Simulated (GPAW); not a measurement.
Consider zinc-blende (AlAs)1-x(InAs)x, x = 0.875.

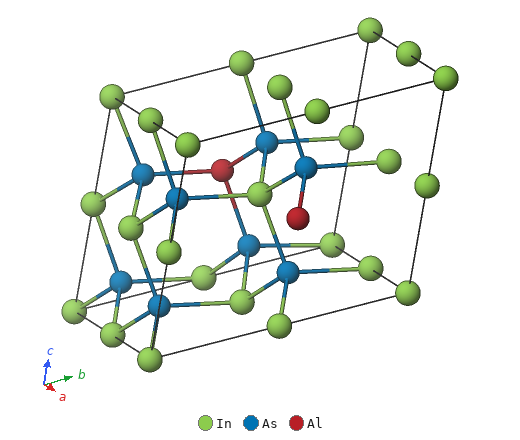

The structure (indium green, arsenic blue, aluminium red). Bonds to atoms that aren't drawn are left out. Some periodic images of atoms are drawn too.

```cif
data_structure
_symmetry_space_group_name_H-M 'P 1'
_symmetry_Int_Tables_number 1
_cell_length_a 8.4971
_cell_length_b 8.4971
_cell_length_c 8.4971
_cell_angle_alpha 60.000
_cell_angle_beta 60.000
_cell_angle_gamma 60.000
_cell_volume 433.81
loop_
_atom_site_label
_atom_site_type_symbol
_atom_site_fract_x
_atom_site_fract_y
_atom_site_fract_z
_atom_site_occupancy
In1 In 0.00015 0.99908 0.99864 1
As2 As 0.12462 0.12511 0.12386 1
In3 In 0.00151 0.99923 0.49913 1
As4 As 0.12075 0.13946 0.61918 1
In5 In 0.00066 0.50058 0.99995 1
As6 As 0.12083 0.61969 0.13978 1
Al7 Al 0.99925 0.49984 0.50014 1
As8 As 0.11939 0.61975 0.62035 1
In9 In 0.49941 0.00137 0.00063 1
As10 As 0.62470 0.12691 0.12449 1
In11 In 0.50030 0.99868 0.49988 1
As12 As 0.62594 0.12272 0.62564 1
In13 In 0.50050 0.50256 0.99880 1
As14 As 0.62510 0.62634 0.12575 1
In15 In 0.49883 0.49797 0.50126 1
As16 As 0.63922 0.61928 0.61939 1
```

Absorber: atom 2, with 4 In at 2.60 Å (tetrahedral). Method: GPAW, LDA, excited-electron core hole (neutral cell), 16-atom cell with 8.5 Å between holes, 4×4×4 k points, dipole transitions, Gaussian full width 2.14 eV up to 4 eV, rising linearly to 3.5 eV at 25 eV.

**Question.** What does the As K edge look like?

Main maxima up to 27 eV above the zero (height): 3.4 eV (1.57), 12.4 eV (0.86) and 21.8 eV (0.99). A K edge sees empty p states on the absorber. 

The As K spectrum (energy from the lowest empty level; intensity scaled to a mean of 1 over the first 20 eV):

| E (eV) | intensity |
| --- | --- |
| -2.0 | 0.02 |
| -0.5 | 0.43 |
| 1.0 | 1.24 |
| 2.5 | 1.47 |
| 4.0 | 1.51 |
| 5.5 | 1.40 |
| 7.0 | 1.20 |
| 8.5 | 0.74 |
| 10.0 | 0.65 |
| 11.5 | 0.83 |
| 13.0 | 0.85 |
| 14.5 | 0.82 |
| 16.0 | 0.76 |
| 17.5 | 0.73 |
| 19.0 | 0.88 |
| 20.5 | 0.97 |
| 22.0 | 0.99 |
| 23.5 | 0.89 |
| 25.0 | 0.75 |
| 26.5 | 0.82 |
| 28.0 | 1.03 |

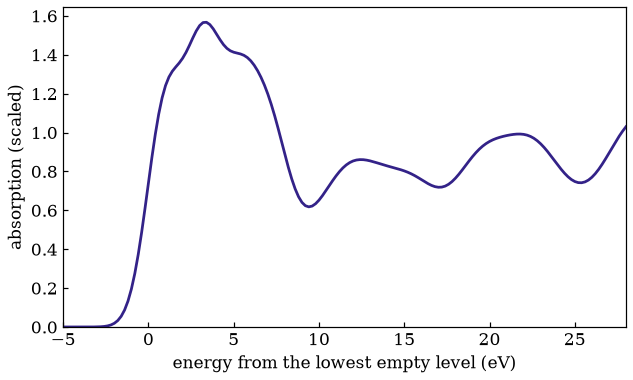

The As K edge.

The script folds with a Gaussian, whereas the core hole's own line is a Lorentzian, so the onset is too steep and the first peak too high.

[Banner, clock and machine lines of the logs are left out without a mark of their own.]

[Logs are printed without paths, hosts, clocks, repeated set-up lines and the standing remarks that a program may print on its own settings, such as how far it seeks lower states.]

[Hosts, paths, dates, database ids (printed as entryN), source tags and the programs' standing remarks are cut or masked in the printed files.]

[Lists of maxima count a maximum above −3 eV only where it reaches 4 % of the highest in the window and stands out from its surroundings by 2 % of it (1.5 % where it reaches 55 %); shoulders and weaker maxima are passed over, and of the rest the first, up to two pre-edge ones and the few strongest are named.]
